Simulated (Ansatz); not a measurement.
```tsv
atom	x (Å)	y (Å)	z (Å)
Si	-0.7079	0.5964	0.5769
F	0.5927	-0.0554	1.1450
F	-0.8426	0.2640	-0.9431
F	-0.6375	2.1453	0.7654
F	-1.9476	0.0347	1.3431
H	1.9806	-1.5387	-1.1381
H	1.5625	-1.4462	-1.7493
```

The reactant side of a reaction path; geometry: PBE0-D4/def2-TZVP.

Level of theory: RKS PBE0-D4/def2-TZVPP (Ansatz).

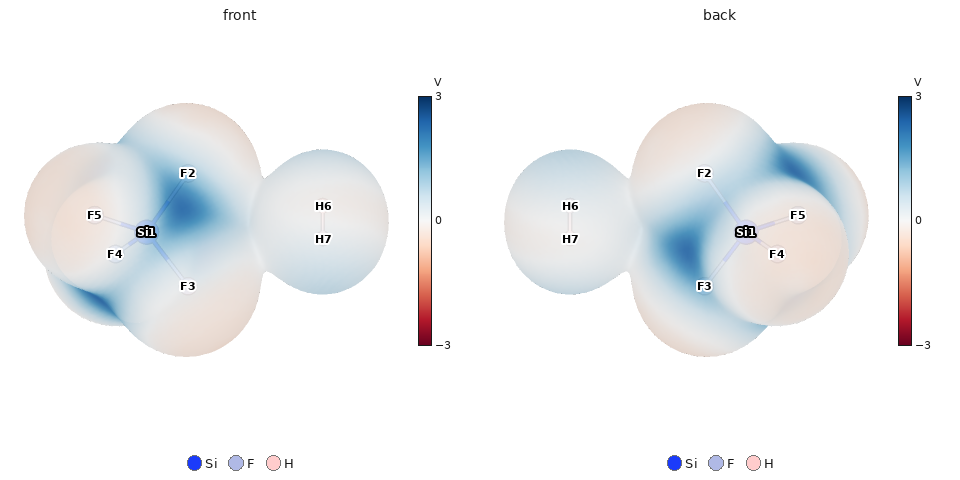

SiF4···H2. The electrostatic potential painted on the density surface at 0.002 e/bohr³, seen from the front and from behind; the colour scale runs from red (negative) to blue (positive).

> Which sites attract a positive test charge, and which a negative one?

A positive charge is drawn to the negative regions and a negative charge to the positive ones. The most negative region (about −0.3 V) lies over F2, F3, F4 and F5, the most positive (about +2.3 V) over Si1.
